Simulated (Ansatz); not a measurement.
CsGeBr3: pressure series

Take CsGeBr3 in the cubic perovskite structure (space group Pm-3m, No. 221; a = 5.544 Å; a cell from a computed database, its experimental status unchecked) as the base.

Cell and atoms are relaxed at each pressure.

Level of theory: r2SCAN (Ansatz, a quantum-chemistry and plane-wave program; PAW; 500 eV plane waves; no SOC).

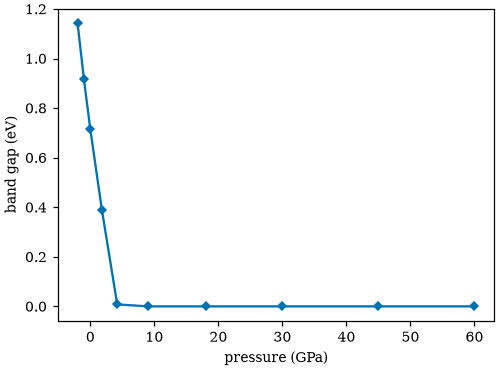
*Band gap against pressure*

Task: From the plot, what is the band gap for pressure 45 GPa?

Result: About 0.00 eV.

Task: Is the trend monotonic over the range shown?

Result: Yes, it falls throughout, spanning zero to 1.14 eV.

A case with no gap was solved on a k-mesh chosen for an insulator, which is coarse for it. Load acts through the strain it causes; cell and atoms are relaxed under it. Stability against distortions was not tested. Competing high-pressure phases were not computed. All final runs are without spin polarisation. Many cubic perovskites are stable only at high temperature; tilts and polar distortions were not tested. The zero or small gap of CsGeBr3 under pressure 4.2 GPa, CsGeBr3 under pressure 9 GPa, CsGeBr3 under pressure 18 GPa and CsGeBr3 under pressure 30 GPa can change with the level of theory.
